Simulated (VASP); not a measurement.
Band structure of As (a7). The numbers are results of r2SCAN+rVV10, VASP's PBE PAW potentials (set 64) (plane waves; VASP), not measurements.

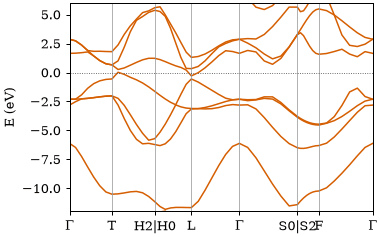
Figure: Bands along high-symmetry lines, zero at the valence-band maximum or, without a gap, the Fermi level

Q: Read the plot: is there a gap, and where are the band edges?

A: It has no gap at this level: it comes out as a metal or semimetal.

The compound is As in the a7 structure. It was relaxed first.
